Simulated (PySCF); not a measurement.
## Electronic structure of C₇H₆O₂ in real space

The calculation's input:

```
{"job": {"kind": "nmr", "xc": "PBE0", "basis": "pcSseg-1"}, "charge": 0, "multiplicity": 1}
C      3.119226     0.401972     0.226750
C      1.735535     0.013045     0.078871
C      0.596241    -0.334821    -0.050253
C     -0.798965    -0.717582    -0.188652
C     -1.647982     0.339884    -0.831300
C     -2.572149     0.710506     0.043825
O     -2.500570     0.035232     1.238311
C     -1.468990    -0.845387     1.185569
O     -1.184695    -1.575194     2.085028
H      3.684819     0.118722    -0.660598
H      3.190481     1.480222     0.366446
H      3.548202    -0.096734     1.095068
H     -0.853005    -1.679950    -0.711409
H     -1.492064     0.721770    -1.819165
H     -3.360498     1.436304    -0.022854
```

Launched as:

```sh
OMP_NUM_THREADS=1 python probes_run.py task.json out
```

Geometry: GFN2-xTB.

The calculation used PBE0/pcSseg-1, SCF density, gas phase, non-relativistic (PySCF).

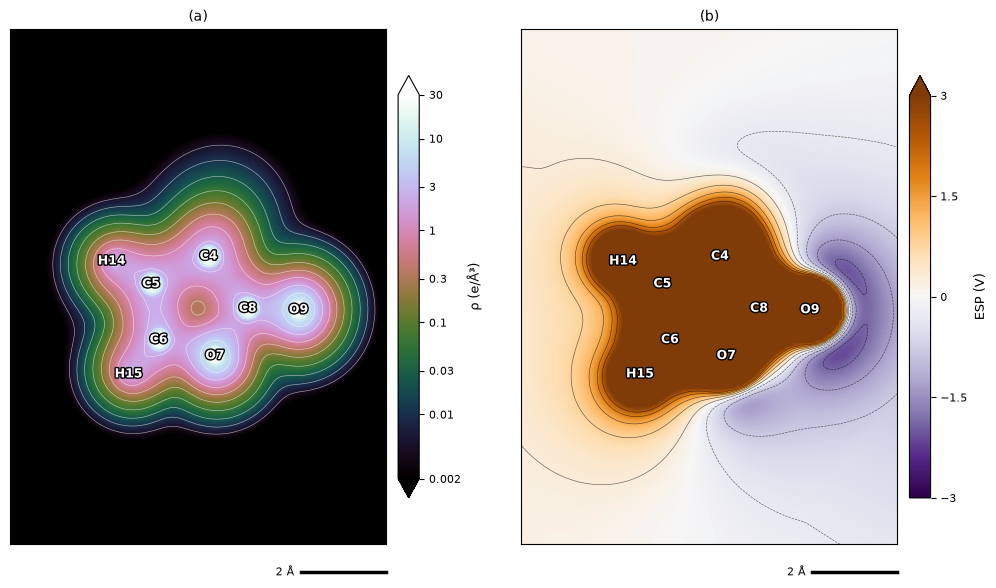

Figure 1. (a) electron density; (b) molecular electrostatic potential on the plane of atoms C4, C8 and O7.

**What does the map show?**

- The section cuts through C, O and H sites.
- C–O (1.19 Å): ρ at the midpoint is about 3.4 e/Å³.
- C–H (1.07 Å): ρ is about 2.1 e/Å³ halfway.
- C–C (1.33 Å): ρ is about 2.3 e/Å³ halfway.
- C–O (1.36 Å): ρ at the midpoint is about 2.4 e/Å³, with its minimum of 2 e/Å³ about 0.5 Å from C.
- Outside the dense part of the molecule the potential is most negative (−2.1 V) near O9.

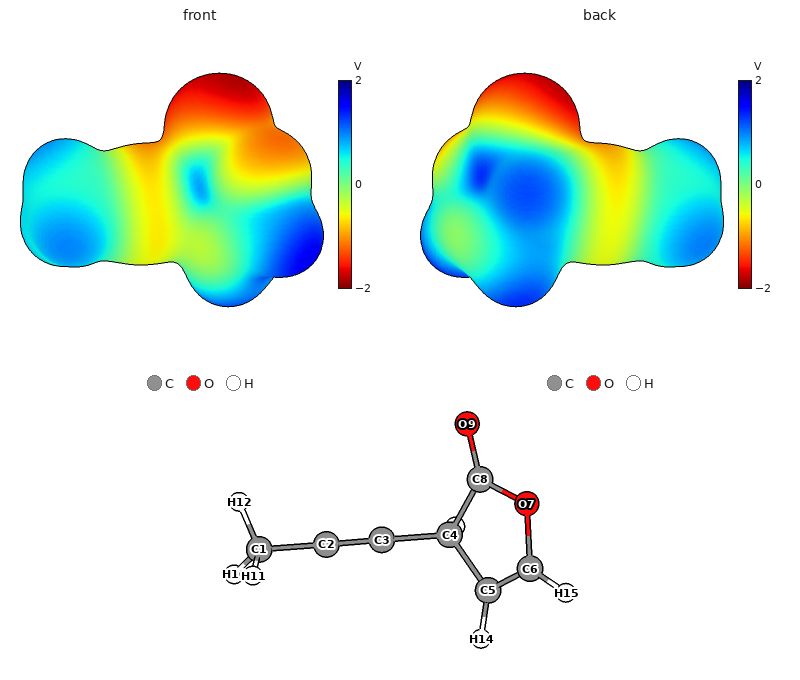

Figure 2. The molecular electrostatic potential painted on the density surface at 0.002 e/bohr³, seen from the front and from behind; red is negative and blue positive. The bare structure is drawn below in the same view.

**Which sites attract a positive test charge, and which a negative one?**

A positive charge is drawn to the negative regions and a negative charge to the positive ones. The most negative region (about −1.8 V) lies over O9, the most positive (about +1.5 V) over H15. O9 is the likeliest acceptor of a hydrogen bond.

**How polar is the molecule by this calculation?**

Its dipole moment is 3.92 D.
